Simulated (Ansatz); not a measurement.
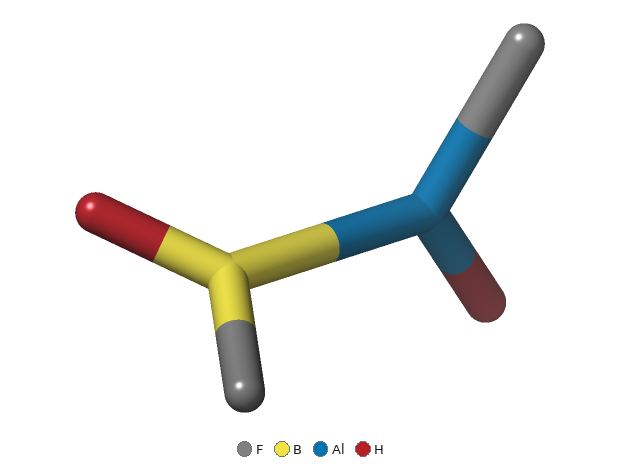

The geometry was computed by an optimisation with PBE0-D4/def2-TZVP. Program: Ansatz 0.2.0.

Compare vertical IP (eV) at these levels: B2PLYP (frozen core)/def2-TZVPP; B3LYP-D4/def2-TZVPP; CCSD(T)/CBS (MP2 limit from def2-TZVPP and def2-QZVPP plus CCSD(T) − MP2); PBE-D4/def2-TZVPP; PBE0-D4/def2-TZVPP; r2SCAN-D4/def2-TZVPP; ωB97M-V/def2-TZVPP; ωB97X-V/def2-TZVPP.

```json
{"level": "B2PLYP (frozen core)/def2-TZVPP", "vertical IP (eV)": "10.01"}
{"level": "B3LYP-D4/def2-TZVPP", "vertical IP (eV)": "9.99"}
{"level": "CCSD(T)/CBS (MP2 limit from def2-TZVPP and def2-QZVPP plus CCSD(T) − MP2)", "vertical IP (eV)": "10.32"}
{"level": "PBE-D4/def2-TZVPP", "vertical IP (eV)": "9.62"}
{"level": "PBE0-D4/def2-TZVPP", "vertical IP (eV)": "9.95"}
{"level": "r2SCAN-D4/def2-TZVPP", "vertical IP (eV)": "9.73"}
{"level": "ωB97M-V/def2-TZVPP", "vertical IP (eV)": "10.10"}
{"level": "ωB97X-V/def2-TZVPP", "vertical IP (eV)": "10.12"}
```
